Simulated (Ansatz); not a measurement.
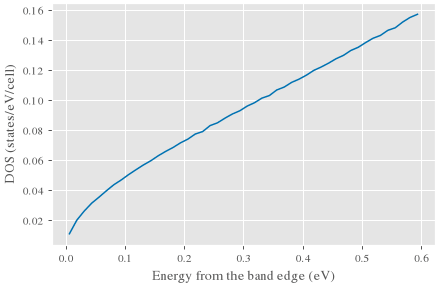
Density of states of MgSe (Fm-3m) above the conduction band minimum, r2SCAN with spin-orbit coupling, rigid bands (Ansatz, a program for electronic structure); cell volume 41.0 Å³.

### Question
What effective density of states at 300 K does this give (∫ g(E) exp(−E/k_BT) dE, both spins, divided by the cell's size)?

### Answer
1.3e19 cm⁻³, a density-of-states mass of 0.66 mₑ, valleys and band degeneracy included.

Geometry: cell and atoms relaxed with r2SCAN.
